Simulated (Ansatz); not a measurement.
# Calculations on BH₂BrF₂

### Relaxation

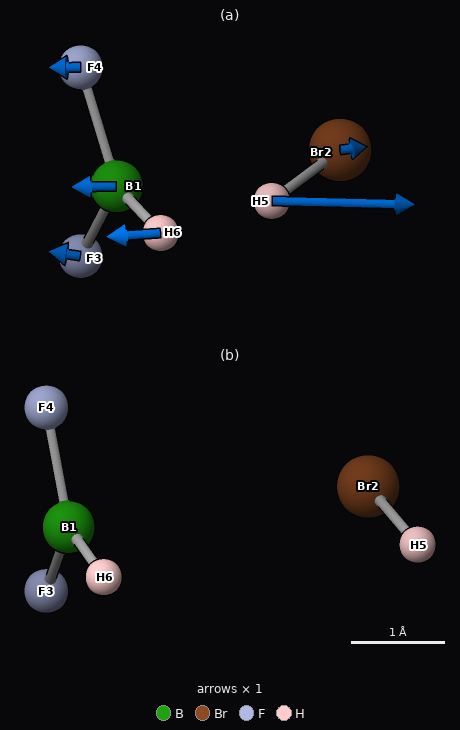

The structure of BH2BrF2 (started from a transition state, displaced along its imaginary mode) before (top) and after (bottom) a relaxation, at one scale. The blue arrows give the displacements, at their true length.

Style: ball-and-stick. Shown at a tilt.

Level of theory: RKS PBE0-D4/def2-TZVP (Ansatz). Settings: force threshold 0.005 eV/Å; at most 200 steps.

What changed between the two?

Answer. H5 moves most after the best rigid fit: 1.58 Å. Largest moves by element: H 1.58 Å, B 0.52 Å, F 0.38 Å, Br 0.31 Å. Among the contacts that change: B1–H5 1.703 → 3.787 Å, B1–Br2 2.548 → 3.363 Å, Br2–H5 1.371 → 1.421 Å, B1–H6 1.155 → 1.192 Å. The energy falls by 18.3 kcal/mol in 18 accepted moves (21 points after the start). Largest force component: 2.1 eV/Å at the start, 0.0042 eV/Å at the end. The line search rejected the trial steps at points 13, 15, 20 of the run. The run took roughly 2.3 core-minutes on a shared host.

### Relaxation

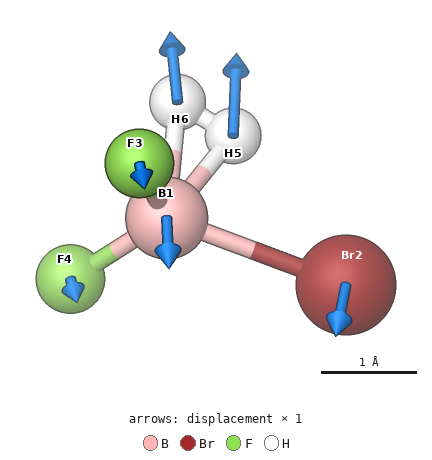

A relaxation of BH₂BrF₂ (started from a transition state, displaced along its imaginary mode). The starting structure is drawn; blue arrows show the displacements, at their true length. The two geometries are superimposed by the best rigid fit.

The picture is a ball-and-stick view, seen at a tilt.

The calculation used RKS PBE0-D4/def2-TZVP in Ansatz.

The input:
```yaml
crystal:
  periodic: [false, false, false]
  atoms:
    - {symbol: B, position_ang: [-0.285984, -0.274397, 0.050964]}
    - {symbol: Br, position_ang: [-0.866807, 1.456221, -0.846733]}
    - {symbol: F, position_ang: [-0.161783, -1.375979, -0.725190]}
    - {symbol: F, position_ang: [-0.658990, -0.473884, 1.336405]}
    - {symbol: H, position_ang: [0.817722, 0.588398, -0.060474]}
    - {symbol: H, position_ang: [1.155842, 0.079741, 0.245128]}
basis:
  gaussian: {orbitals: def2-TZVP}
hamiltonian: {xc: pbe0, dispersion: d4}
relax: {f_tol: 0.005, max_steps: 200}
```

> What did the optimiser do to the structure, and how much energy did it gain?

The largest move after the best rigid fit is that of H5, 1.07 Å. Largest moves by element: H 1.07 Å, Br 0.70 Å, B 0.65 Å, F 0.32 Å. Near-neighbour distances that change, for instance: B1–H5 1.405 → 3.006 Å, B1–H6 1.497 → 3.030 Å, Br2–H5 2.052 → 3.553 Å, B1–Br2 2.034 → 1.904 Å. Bonds break, among them: B1–H5 (1.41 → 3.01 Å). Among the angles between lasting bonds that change: Br2–B1–F3 117.8° → 120.4°, F3–B1–F4 116.8° → 119.3°. The energy falls by 28.3 kcal/mol in 14 accepted moves (15 points after the start). The largest force component goes from 3.3 to 0.0046 eV/Å. The line search rejected the trial step at point 10 of the run.

### Reaction

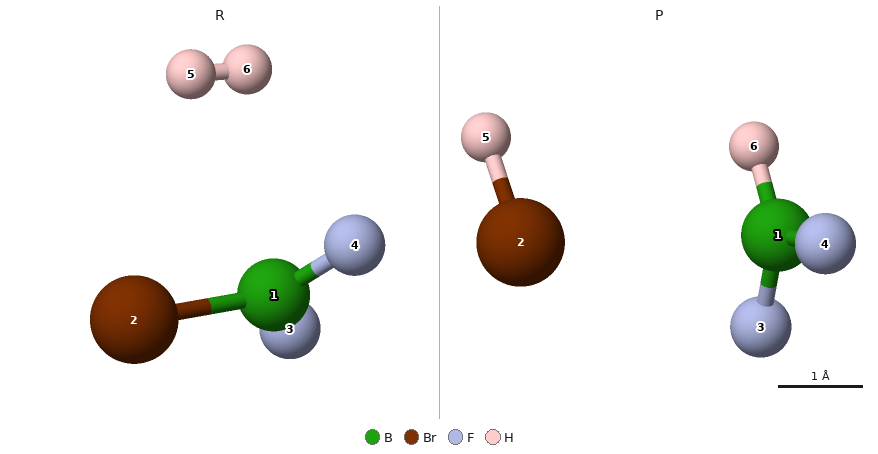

Reactant (R) and product (P) of one elementary step of BH2BrF2. A ball-and-stick model, seen at a tilt.

Stationary points at PBE0-D4/def2-TZVP, single-point energies with CCSD(T)/CBS, PBE-D4, BHLYP-D4, B3LYP-D4 (def2-TZVPP where no basis is named; Ansatz 0.2.0). The energies are electronic, without zero-point or thermal terms, and both ends are the relaxed geometries reached downhill from the saddle, with any fragments still in contact. CCSD(T)/CBS stands for a frozen-core estimate: MP2 correlation extrapolated from def2-TZVPP and def2-QZVPP, CCSD(T) minus MP2 from the smaller set.

R:
```xyz
6

B    -0.9113   -0.3799   -0.0538
Br   -1.5679    1.1933   -0.9009
F    -0.4458   -1.3719   -0.7697
F    -0.9337   -0.4877    1.2505
H     1.8310    0.8438    0.0728
H     2.0277    0.2024    0.4012
```

P:
```xyz
6

B     0.0375   -1.0538    0.4702
Br   -0.6644    1.8935   -0.9894
F    -0.3501   -1.7354   -0.5850
F    -0.8367   -0.8529    1.4312
H     0.6519    2.4220   -0.9020
H     1.1618   -0.6734    0.5751
```

Predict the saddle point between them and the barrier.

Counted by bonded pieces, R holds BBrF₂ + H₂ and P holds BHF₂ + HBr. From R over the saddle to P, bonds form: B1–H6 (3.03 → 1.32 → 1.19 Å), Br2–H5 (3.55 → 1.71 → 1.42 Å). Bonds break: B1–Br2 (1.90 → 2.29 → 3.36 Å), H5–H6 (0.75 → 1.04 → 3.47 Å). The saddle has one imaginary mode, 893i cm⁻¹. The end P keeps a soft imaginary mode of 54i cm⁻¹, so it isn't quite a minimum. With CCSD(T)/CBS the barrier is 1.70 eV from R and 1.32 eV from P, and P lies 0.39 eV above R.

```csv
level,barrier from R (eV),barrier from P (eV),P less R (eV)
CCSD(T)/CBS,1.70,1.32,0.39
PBE-D4,1.28,0.85,0.44
BHLYP-D4,1.75,1.44,0.32
B3LYP-D4,1.58,1.23,0.36
```

Against CCSD(T)/CBS, BHLYP-D4 comes closest on the barrier from R (+0.05 eV) and PBE-D4 misses most (−0.42 eV).

Saddle geometry:

```xyz
6

B    -0.1081   -0.4234    0.1592
Br   -0.7611    1.5261   -0.8517
F    -0.1992   -1.3961   -0.7295
F    -0.6987   -0.4909    1.3386
H     0.6321    0.7847   -0.1908
H     1.1351   -0.0003    0.2743
```

The saddle point in the same view, with dashed sticks for the bonds that form or break:

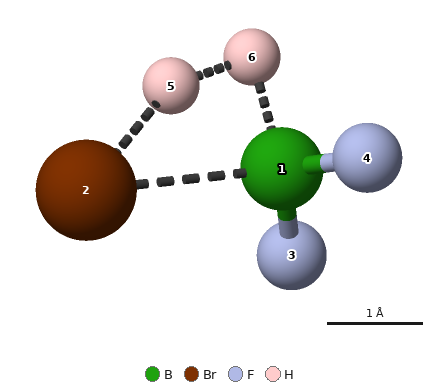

Limits of the set-up: the start holds two separate molecules, 3.0 Å apart at their closest, whose relative position is a soft coordinate.
